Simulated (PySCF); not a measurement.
# TeSI₂: a ladder of methods

Aim: at the PBE0 minimum of singlet TeSI₂, found before, compare methods on energies and levels.

Method: several methods, basis Te def2-SVP with ECP28, S def2-SVP, I def2-SVP with ECP28, scalar-relativistic core potentials, no spin–orbit coupling, density fitting; program: PySCF 2.14.0.

## (1) The starting structure

4 atoms, charge 0, spin multiplicity 1.

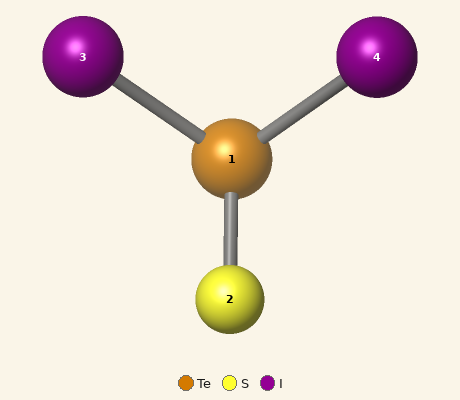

The starting geometry (tellurium orange, sulfur yellow, iodine purple); atoms are numbered from 1 in the order of the file.

```xyz
4
charge 0 multiplicity 1
Te   -0.6009    0.7680   -0.3962
S    -2.2913   -0.1462   -1.5107
I    -0.5598   -0.3745    2.1458
I     1.7517   -0.3745   -1.3600
```

## (2) Fields at the lowest minimum

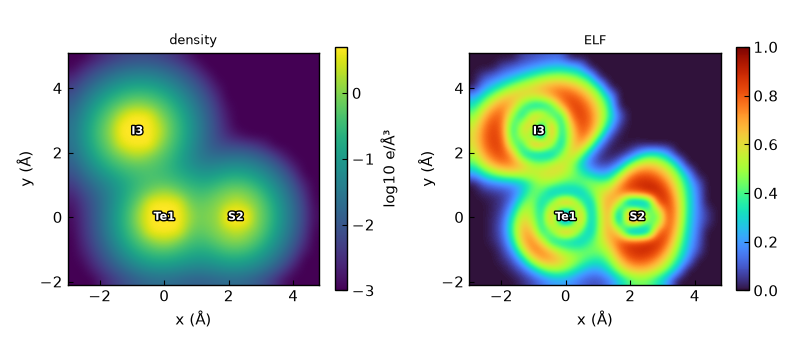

The plane holds Te1 at (0.00, 0.00), S2 at (2.22, 0.00), I3 at (-0.84, 2.66) Å. ELF is set to 0 where the density is under 0.005 e/Å³; an orbital's overall sign is arbitrary. Electrons inside core potentials are absent.

Orbitals, density, ELF and potential are computed afterwards from the orbital file.

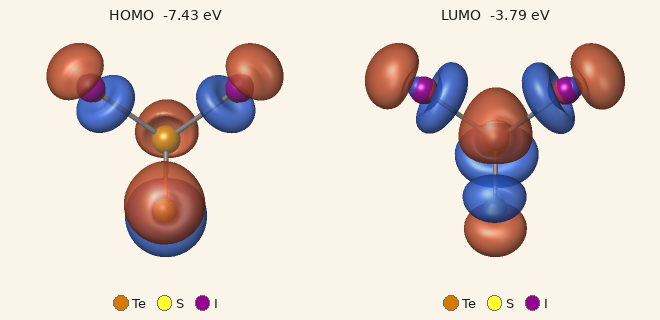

Frontier orbitals at PBE0; each surface holds 70 % of the orbital's density, blue and red mark the sign.

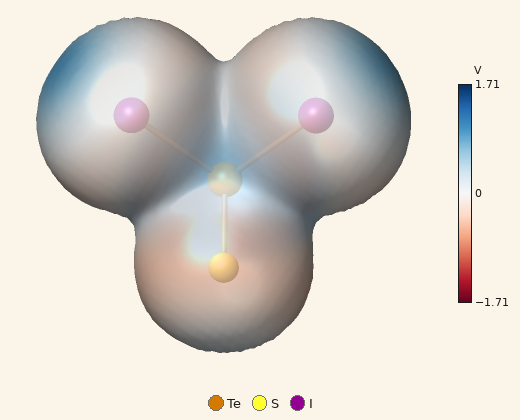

The potential that a unit positive charge feels on the 0.002 e/bohr³ surface, from the 1st to the 99th percentile, from -0.52 V near S2 to 1.71 V near Te1.

Making the fields ran for 4.9 s (2 threads of Arm Neoverse V1, shared host).

## (3) PBE0

The steps are one call of a driver around PySCF; scf.py gives each level's set-up. Each SCF starts from the density of the minimum. The driver also runs the species with one electron less or more at the same geometry; their logs are not shown.

scf.py reads:

```python
from pyscf import gto, scf, dft
mol = gto.M(atom='''
Te    -0.600855     0.768008    -0.396158
S     -2.291314    -0.146206    -1.510717
I     -0.559796    -0.374494     2.145832
I      1.751679    -0.374494    -1.359996''',
    basis={'Te': 'def2-SVP', 'S': 'def2-SVP', 'I': 'def2-SVP'},
    ecp={'Te': 'def2-SVP', 'I': 'def2-SVP'},
    charge=0, spin=0)
mf = dft.RKS(mol, xc='PBE0')
mf.grids.atom_grid = (75, 302)
aux = {'Te': 'def2-universal-JKFIT', 'S': 'def2-universal-JKFIT', 'I': 'def2-universal-JKFIT'}
mf = mf.density_fit(auxbasis=aux)
mf.conv_tol = 1e-08
mf.diis_space = 10
mf.max_cycle = 60
mf.verbose = 4
mf.kernel()
```

Command:

```sh
> OMP_NUM_THREADS=2 python axn.py task.json out
```

Output:

```text
init E= -1261.43006227964
  HOMO = -0.272904372799876  LUMO = -0.139366386111722  gap/eV = 3.63375
cycle= 1 E= -1261.43006227946  delta_E= 1.75e-10  |g|= 2.43e-05  |ddm|= 6.7e-05
  HOMO = -0.272908185274455  LUMO = -0.139369373172998  gap/eV = 3.63378
Extra cycle  E= -1261.43006227887  delta_E= 5.9e-10  |g|= 4.48e-05  |ddm|= 0.000124
converged SCF energy = -1261.43006227887
```

This level, with the species of one electron less or more, took 7 s.

* energy: -1261.430062 Eh
* one electron less (charge +1): -1261.096805 Eh (doublet, ⟨S²⟩ 0.77)
* one electron more (charge -1): -1261.506771 Eh (doublet, ⟨S²⟩ 0.76)
* Mulliken charge of Te1: +0.49 e

## (4) HF

Edit scf.py of step 3 so:

```diff
@@ -10,2 +10 @@
-mf = dft.RKS(mol, xc='PBE0')
-mf.grids.atom_grid = (75, 302)
+mf = scf.RHF(mol)
```

Output:

```text
init E= -1257.68942863383
  HOMO = -0.331476768645972  LUMO = -0.0284161734788406  gap/eV = 8.24670
cycle= 1 E= -1257.71287380042  delta_E= -0.0234  |g|= 0.0766  |ddm|= 0.614
  HOMO = -0.344035419188502  LUMO = -0.0456097245351672  gap/eV = 8.12058
cycle= 2 E= -1257.71538120923  delta_E= -0.00251  |g|= 0.0445  |ddm|= 0.189
  HOMO = -0.344911461374752  LUMO = -0.038259563712148  gap/eV = 8.34442
cycle= 3 E= -1257.71632525464  delta_E= -0.000944  |g|= 0.0185  |ddm|= 0.0903
  HOMO = -0.345283408312403  LUMO = -0.0379235351137234  gap/eV = 8.36369
cycle= 4 E= -1257.71669421146  delta_E= -0.000369  |g|= 0.00563  |ddm|= 0.0713
  HOMO = -0.346248621515023  LUMO = -0.0378077722632395  gap/eV = 8.39310
cycle= 5 E= -1257.71676234333  delta_E= -6.81e-05  |g|= 0.00275  |ddm|= 0.0363
  HOMO = -0.345845257488634  LUMO = -0.037433630000473  gap/eV = 8.39231
cycle= 6 E= -1257.7167740036  delta_E= -1.17e-05  |g|= 0.000776  |ddm|= 0.0173
  HOMO = -0.345966494199743  LUMO = -0.0374372667003109  gap/eV = 8.39551
cycle= 7 E= -1257.71677488621  delta_E= -8.83e-07  |g|= 0.000284  |ddm|= 0.00438
  HOMO = -0.345985034060997  LUMO = -0.0374578862364351  gap/eV = 8.39545
cycle= 8 E= -1257.71677499391  delta_E= -1.08e-07  |g|= 9.69e-05  |ddm|= 0.0015
  HOMO = -0.345997810585109  LUMO = -0.0374581541112986  gap/eV = 8.39579
cycle= 9 E= -1257.71677501717  delta_E= -2.33e-08  |g|= 4.27e-05  |ddm|= 0.000604
  HOMO = -0.346007207834321  LUMO = -0.0374596071438152  gap/eV = 8.39601
cycle= 10 E= -1257.7167750223  delta_E= -5.13e-09  |g|= 1.23e-05  |ddm|= 0.000351
  HOMO = -0.346008953782372  LUMO = -0.0374600548030104  gap/eV = 8.39604
Extra cycle  E= -1257.71677502253  delta_E= -2.3e-10  |g|= 7.29e-06  |ddm|= 4.5e-05
converged SCF energy = -1257.71677502253
```

This level, with the species of one electron less or more, took 5.3 s.

```
energy                        : -1257.716775 Eh
one electron less (charge +1) : -1257.428585 Eh (doublet, ⟨S²⟩ 0.84)
one electron more (charge -1) : -1257.781997 Eh (doublet, ⟨S²⟩ 0.79)
Mulliken charge of Te1        : +0.64 e
```

## (5) PBE

Edit scf.py of step 4 so:

```diff
@@ -10 +10,2 @@
-mf = scf.RHF(mol)
+mf = dft.RKS(mol, xc='PBE')
+mf.grids.atom_grid = (75, 302)
```

Output:

```text
init E= -1261.34260991829
  HOMO = -0.237329832915338  LUMO = -0.160687408343844  gap/eV = 2.08555
cycle= 1 E= -1261.3432742402  delta_E= -0.000664  |g|= 0.0805  |ddm|= 0.384
  HOMO = -0.233584648536617  LUMO = -0.151263471385733  gap/eV = 2.24007
cycle= 2 E= -1261.30909273583  delta_E= 0.0342  |g|= 0.296  |ddm|= 0.618
  HOMO = -0.23585555271947  LUMO = -0.155318373361273  gap/eV = 2.19153
cycle= 3 E= -1261.34545690259  delta_E= -0.0364  |g|= 0.0329  |ddm|= 0.52
  HOMO = -0.23676862733337  LUMO = -0.157242935743763  gap/eV = 2.16400
cycle= 4 E= -1261.34574934115  delta_E= -0.000292  |g|= 0.0184  |ddm|= 0.0933
  HOMO = -0.237110698161413  LUMO = -0.157173969143259  gap/eV = 2.17519
cycle= 5 E= -1261.34591647882  delta_E= -0.000167  |g|= 0.00295  |ddm|= 0.0446
  HOMO = -0.237004343760781  LUMO = -0.15708032460118  gap/eV = 2.17484
cycle= 6 E= -1261.34592011568  delta_E= -3.64e-06  |g|= 0.00108  |ddm|= 0.00487
  HOMO = -0.237028135773094  LUMO = -0.157098387240047  gap/eV = 2.17500
cycle= 7 E= -1261.3459206317  delta_E= -5.16e-07  |g|= 0.000179  |ddm|= 0.00173
  HOMO = -0.237026446031187  LUMO = -0.157095053961852  gap/eV = 2.17504
cycle= 8 E= -1261.34592064446  delta_E= -1.28e-08  |g|= 1.62e-05  |ddm|= 0.000304
  HOMO = -0.237025605980333  LUMO = -0.15709427058417  gap/eV = 2.17504
cycle= 9 E= -1261.34592064456  delta_E= -1.05e-10  |g|= 5.73e-06  |ddm|= 3.56e-05
  HOMO = -0.237025748382482  LUMO = -0.157094613642851  gap/eV = 2.17504
Extra cycle  E= -1261.34592064449  delta_E= 7.32e-11  |g|= 1.3e-05  |ddm|= 3.73e-05
converged SCF energy = -1261.34592064449
```

This level, with the species of one electron less or more, took 90 s.

- energy: -1261.345921 Eh
- one electron less (charge +1): -1261.018446 Eh (doublet, ⟨S²⟩ 0.76)
- one electron more (charge -1): -1261.412800 Eh (doublet, ⟨S²⟩ 0.75)
- Mulliken charge of Te1: +0.44 e

## (6) B3LYP

Edit scf.py of step 5 so:

```diff
@@ -10 +10 @@
-mf = dft.RKS(mol, xc='PBE')
+mf = dft.RKS(mol, xc='B3LYP')
```

Output:

```text
init E= -1261.82080448564
  HOMO = -0.263682311211919  LUMO = -0.142915475850153  gap/eV = 3.28623
cycle= 1 E= -1261.82163128547  delta_E= -0.000827  |g|= 0.0105  |ddm|= 0.196
  HOMO = -0.2611181308113  LUMO = -0.141196974221638  gap/eV = 3.26322
cycle= 2 E= -1261.82160720251  delta_E= 2.41e-05  |g|= 0.0134  |ddm|= 0.0401
  HOMO = -0.262470638077774  LUMO = -0.141392389509212  gap/eV = 3.29471
cycle= 3 E= -1261.82164051146  delta_E= -3.33e-05  |g|= 0.00831  |ddm|= 0.0315
  HOMO = -0.262285829280376  LUMO = -0.141717362607418  gap/eV = 3.28084
cycle= 4 E= -1261.82166801286  delta_E= -2.75e-05  |g|= 0.00132  |ddm|= 0.0156
  HOMO = -0.262406973856905  LUMO = -0.141816475805345  gap/eV = 3.28143
cycle= 5 E= -1261.82166844445  delta_E= -4.32e-07  |g|= 0.000812  |ddm|= 0.00368
  HOMO = -0.262359703341546  LUMO = -0.141781682566908  gap/eV = 3.28110
cycle= 6 E= -1261.82166871623  delta_E= -2.72e-07  |g|= 0.000136  |ddm|= 0.00164
  HOMO = -0.26236961978991  LUMO = -0.141785851099393  gap/eV = 3.28125
cycle= 7 E= -1261.82166872412  delta_E= -7.89e-09  |g|= 3.29e-05  |ddm|= 0.000211
  HOMO = -0.262372994942123  LUMO = -0.141782839024458  gap/eV = 3.28143
Extra cycle  E= -1261.82166872113  delta_E= 2.99e-09  |g|= 9.12e-05  |ddm|= 0.000209
converged SCF energy = -1261.82166872113
```

This level, with the species of one electron less or more, ran for 13 s (2 threads of Arm Neoverse V1, shared host).

```
energy                        : -1261.821669 Eh
one electron less (charge +1) : -1261.491144 Eh (doublet, ⟨S²⟩ 0.77)
one electron more (charge -1) : -1261.893981 Eh (doublet, ⟨S²⟩ 0.75)
Mulliken charge of Te1        : +0.49 e
```

## (7) r2SCAN

Edit scf.py of step 6 so:

```diff
@@ -10,2 +10,2 @@
-mf = dft.RKS(mol, xc='B3LYP')
-mf.grids.atom_grid = (75, 302)
+mf = dft.RKS(mol, xc='R2SCAN')
+mf.grids.atom_grid = (90, 434)
```

Output:

```text
init E= -1261.84829346082
  HOMO = -0.247152805669659  LUMO = -0.161962944806674  gap/eV = 2.31813
cycle= 1 E= -1261.84869405945  delta_E= -0.000401  |g|= 0.0552  |ddm|= 0.219
  HOMO = -0.248889150416741  LUMO = -0.15897876650646  gap/eV = 2.44659
cycle= 2 E= -1261.83183775884  delta_E= 0.0169  |g|= 0.203  |ddm|= 0.451
  HOMO = -0.248558630620675  LUMO = -0.160535015051091  gap/eV = 2.39524
cycle= 3 E= -1261.84993474565  delta_E= -0.0181  |g|= 0.0122  |ddm|= 0.364
  HOMO = -0.248967625675987  LUMO = -0.161096465790215  gap/eV = 2.39110
cycle= 4 E= -1261.84996167382  delta_E= -2.69e-05  |g|= 0.00806  |ddm|= 0.0341
  HOMO = -0.248560018035829  LUMO = -0.160809627740027  gap/eV = 2.38781
cycle= 5 E= -1261.84999172068  delta_E= -3e-05  |g|= 0.000993  |ddm|= 0.0169
  HOMO = -0.248654419959908  LUMO = -0.160893375831931  gap/eV = 2.38810
cycle= 6 E= -1261.84999205047  delta_E= -3.3e-07  |g|= 0.000371  |ddm|= 0.00133
  HOMO = -0.248658757147417  LUMO = -0.160881819648676  gap/eV = 2.38853
cycle= 7 E= -1261.84999211148  delta_E= -6.1e-08  |g|= 7.11e-05  |ddm|= 0.00064
  HOMO = -0.248660316073087  LUMO = -0.16088180287244  gap/eV = 2.38858
cycle= 8 E= -1261.84999211363  delta_E= -2.16e-09  |g|= 7e-06  |ddm|= 0.000128
  HOMO = -0.248658777766769  LUMO = -0.160881346962482  gap/eV = 2.38855
Extra cycle  E= -1261.84999211335  delta_E= 2.78e-10  |g|= 2.53e-05  |ddm|= 6.24e-05
converged SCF energy = -1261.84999211335
```

This level, with the species of one electron less or more, took 31 s.

- energy: -1261.849992 Eh
- one electron less (charge +1): -1261.514119 Eh (doublet, ⟨S²⟩ 0.77)
- one electron more (charge -1): -1261.925067 Eh (doublet, ⟨S²⟩ 0.75)
- Mulliken charge of Te1: +0.49 e

## (8) TPSSh

Edit scf.py of step 7 so:

```diff
@@ -10 +10 @@
-mf = dft.RKS(mol, xc='R2SCAN')
+mf = dft.RKS(mol, xc='TPSSH')
```

Output:

```text
init E= -1261.28653886797
  HOMO = -0.254955396820186  LUMO = -0.151423685433646  gap/eV = 2.81724
cycle= 1 E= -1261.28732289622  delta_E= -0.000784  |g|= 0.0236  |ddm|= 0.114
  HOMO = -0.256714971264141  LUMO = -0.15119847284121  gap/eV = 2.87125
cycle= 2 E= -1261.28706977845  delta_E= 0.000253  |g|= 0.0315  |ddm|= 0.0673
  HOMO = -0.254993125525756  LUMO = -0.15185661321336  gap/eV = 2.80649
cycle= 3 E= -1261.28726419651  delta_E= -0.000194  |g|= 0.0206  |ddm|= 0.0711
  HOMO = -0.255728216963699  LUMO = -0.151409807214464  gap/eV = 2.83865
cycle= 4 E= -1261.2873972488  delta_E= -0.000133  |g|= 0.00718  |ddm|= 0.0418
  HOMO = -0.255335106779146  LUMO = -0.151249120011189  gap/eV = 2.83232
cycle= 5 E= -1261.28742132706  delta_E= -2.41e-05  |g|= 0.000735  |ddm|= 0.015
  HOMO = -0.255436471093949  LUMO = -0.151349735772283  gap/eV = 2.83234
cycle= 6 E= -1261.28742151755  delta_E= -1.9e-07  |g|= 0.000183  |ddm|= 0.00124
  HOMO = -0.255441269618195  LUMO = -0.151349406550491  gap/eV = 2.83248
cycle= 7 E= -1261.2874215294  delta_E= -1.19e-08  |g|= 5.53e-05  |ddm|= 0.000246
  HOMO = -0.255442567736962  LUMO = -0.151348859608028  gap/eV = 2.83253
cycle= 8 E= -1261.28742153065  delta_E= -1.25e-09  |g|= 8.01e-06  |ddm|= 8.96e-05
  HOMO = -0.255442461528631  LUMO = -0.151347674968165  gap/eV = 2.83256
Extra cycle  E= -1261.2874215306  delta_E= 5.5e-11  |g|= 1.4e-05  |ddm|= 3.24e-05
converged SCF energy = -1261.2874215306
```

This level, with the species of one electron less or more, took 29 s.

| Property | Result |
| --- | --- |
| energy | -1261.287422 Eh |
| one electron less (charge +1) | -1260.954379 Eh (doublet, ⟨S²⟩ 0.77) |
| one electron more (charge -1) | -1261.360847 Eh (doublet, ⟨S²⟩ 0.75) |
| Mulliken charge of Te1 | +0.49 e |

## (9) r2SCANh

Edit scf.py of step 8 so:

```diff
@@ -10 +10 @@
-mf = dft.RKS(mol, xc='TPSSH')
+mf = dft.RKS(mol, xc='HYB_MGGA_XC_R2SCANH')
```

Output:

```text
init E= -1261.8103425945
  HOMO = -0.259757794240291  LUMO = -0.1533866212515  gap/eV = 2.89451
cycle= 1 E= -1261.81077580561  delta_E= -0.000433  |g|= 0.0261  |ddm|= 0.127
  HOMO = -0.265007482293075  LUMO = -0.153139596096876  gap/eV = 3.04408
cycle= 2 E= -1261.80800763169  delta_E= 0.00277  |g|= 0.0843  |ddm|= 0.19
  HOMO = -0.261245335258901  LUMO = -0.153491542923704  gap/eV = 2.93213
cycle= 3 E= -1261.8110622763  delta_E= -0.00305  |g|= 0.00308  |ddm|= 0.148
  HOMO = -0.261101838840278  LUMO = -0.153364203782562  gap/eV = 2.93169
cycle= 4 E= -1261.81106416398  delta_E= -1.89e-06  |g|= 0.00151  |ddm|= 0.007
  HOMO = -0.261039748893636  LUMO = -0.153307525277211  gap/eV = 2.93154
cycle= 5 E= -1261.8110649955  delta_E= -8.32e-07  |g|= 0.00057  |ddm|= 0.0035
  HOMO = -0.261086946036178  LUMO = -0.153360584076146  gap/eV = 2.93138
cycle= 6 E= -1261.81106512179  delta_E= -1.26e-07  |g|= 0.000114  |ddm|= 0.000887
  HOMO = -0.261089206178323  LUMO = -0.153357644270949  gap/eV = 2.93153
cycle= 7 E= -1261.81106512627  delta_E= -4.48e-09  |g|= 3.19e-05  |ddm|= 0.000145
  HOMO = -0.261094360057584  LUMO = -0.153356523722138  gap/eV = 2.93170
Extra cycle  E= -1261.81106512208  delta_E= 4.19e-09  |g|= 0.000104  |ddm|= 0.000235
converged SCF energy = -1261.81106512208
```

This level, with the species of one electron less or more, took 40 s.

```
energy                        : -1261.811065 Eh
one electron less (charge +1) : -1261.474725 Eh (doublet, ⟨S²⟩ 0.78)
one electron more (charge -1) : -1261.889127 Eh (doublet, ⟨S²⟩ 0.76)
Mulliken charge of Te1        : +0.50 e
```

## (10) M06

Edit scf.py of step 9 so:

```diff
@@ -10 +10 @@
-mf = dft.RKS(mol, xc='HYB_MGGA_XC_R2SCANH')
+mf = dft.RKS(mol, xc='M06')
```

Output:

```text
init E= -1261.70888164778
  HOMO = -0.264736898298036  LUMO = -0.123875147909487  gap/eV = 3.83304
cycle= 1 E= -1261.70977525818  delta_E= -0.000894  |g|= 0.0861  |ddm|= 0.317
  HOMO = -0.250322798807488  LUMO = -0.131196143373378  gap/eV = 3.24160
cycle= 2 E= -1261.68616224746  delta_E= 0.0236  |g|= 0.258  |ddm|= 0.583
  HOMO = -0.265498034879744  LUMO = -0.129913660476036  gap/eV = 3.68944
cycle= 3 E= -1261.71285197755  delta_E= -0.0267  |g|= 0.00672  |ddm|= 0.431
  HOMO = -0.265008021164197  LUMO = -0.129439991353118  gap/eV = 3.68899
cycle= 4 E= -1261.71285745758  delta_E= -5.48e-06  |g|= 0.00487  |ddm|= 0.0183
  HOMO = -0.264796510982133  LUMO = -0.129077252646273  gap/eV = 3.69311
cycle= 5 E= -1261.71286466072  delta_E= -7.2e-06  |g|= 0.00171  |ddm|= 0.0098
  HOMO = -0.26498204000759  LUMO = -0.129223789540695  gap/eV = 3.69417
cycle= 6 E= -1261.71286590368  delta_E= -1.24e-06  |g|= 8.88e-05  |ddm|= 0.00314
  HOMO = -0.264994771215999  LUMO = -0.129225182800807  gap/eV = 3.69448
cycle= 7 E= -1261.71286590782  delta_E= -4.14e-09  |g|= 6.85e-05  |ddm|= 0.000409
  HOMO = -0.264984376175891  LUMO = -0.129226990378328  gap/eV = 3.69415
Extra cycle  E= -1261.71286590203  delta_E= 5.79e-09  |g|= 0.000135  |ddm|= 0.000362
converged SCF energy = -1261.71286590203
```

This level, with the species of one electron less or more, ran for 26 s (2 threads of Arm Neoverse V1, shared host).

- energy: -1261.712866 Eh
- one electron less (charge +1): -1261.384131 Eh (doublet, ⟨S²⟩ 0.77)
- one electron more (charge -1): -1261.780321 Eh (doublet, ⟨S²⟩ 0.75)
- Mulliken charge of Te1: +0.54 e

## (11) Comparison of the levels

| level | atomisation energy (kJ/mol) | vertical ionisation energy (eV) | vertical electron affinity (eV) | −ε(HOMO) (eV) | gap (eV) | dipole (D) | wall time |
| --- | --- | --- | --- | --- | --- | --- | --- |
| PBE0 | 623 | 9.07 | 2.09 | 7.43 | 3.63 | 1.93 | 7 s |
| HF | 143 | 7.84 | 1.77 | 9.42 | 8.40 | 2.52 | 5.3 s |
| PBE | 709 | 8.91 | 1.82 | 6.45 | 2.18 | 1.73 | 90 s |
| B3LYP | 591 | 8.99 | 1.97 | 7.14 | 3.28 | 1.89 | 13 s |
| r2SCAN | – | 9.14 | 2.04 | 6.77 | 2.39 | 1.86 | 31 s |
| TPSSh | 643 | 9.06 | 2.00 | 6.95 | 2.83 | 1.88 | 29 s |
| r2SCANh | – | 9.15 | 2.12 | 7.10 | 2.93 | 1.91 | 40 s |
| M06 | – | 8.95 | 1.84 | 7.21 | 3.69 | 2.03 | 26 s |

Times are for 2 threads of Arm Neoverse V1, shared host; PBE0 starts from its own converged density, so its time is not comparable. A dash stands where a species or a free atom was not run at that level, or the quantity is not defined.

Atomisation goes to high-spin atoms in their ground configurations, run at the same level, without zero-point energy.

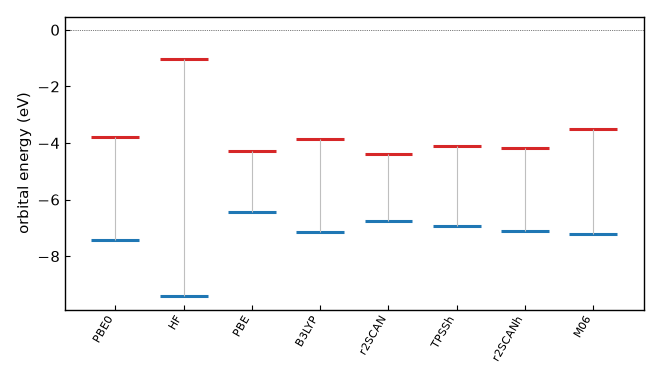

Highest occupied (blue) and lowest empty (red) levels by method.

## (12) Summary of results

| quantity | value |
| --- | --- |
| atomisation energy, range | 143 (HF) to 709 (PBE) kJ/mol |
| vertical ionisation energy, range | 7.84 (HF) to 9.15 (r2SCANh) eV |
| vertical electron affinity, range | 1.77 (HF) to 2.12 (r2SCANh) eV |
| orbital gap, range | 2.18 (PBE) to 8.40 (HF) eV |

What this shows: The atomisation energy spreads over 567 kJ/mol, from HF to PBE; without a CCSD(T) value for it there is no yardstick here. Without diffuse functions electron affinities tend to come out too low.  Spin–orbit coupling is left out.
